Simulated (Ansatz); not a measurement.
Base system: BaS in the rock salt structure (space group Fm-3m, No. 225; a = 6.3315 Å).

It is then changed as follows: an isotropic linear strain of +1.00 %; the atoms relax in the strained cell.

Calculations: PBEsol (Ansatz, an electronic-structure program), no SOC.

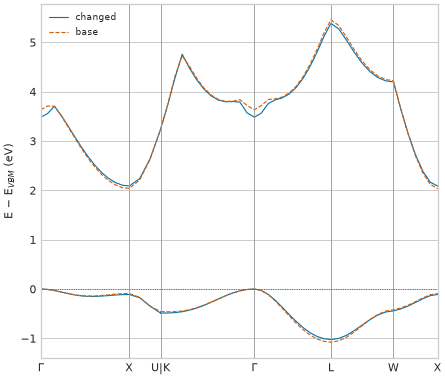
Highest valence and lowest conduction band along the path, each from its own valence-band maximum

The gap is 2.09 eV, indirect, Γ → X; the base has 2.04 eV.

No phonon test of stability was made.
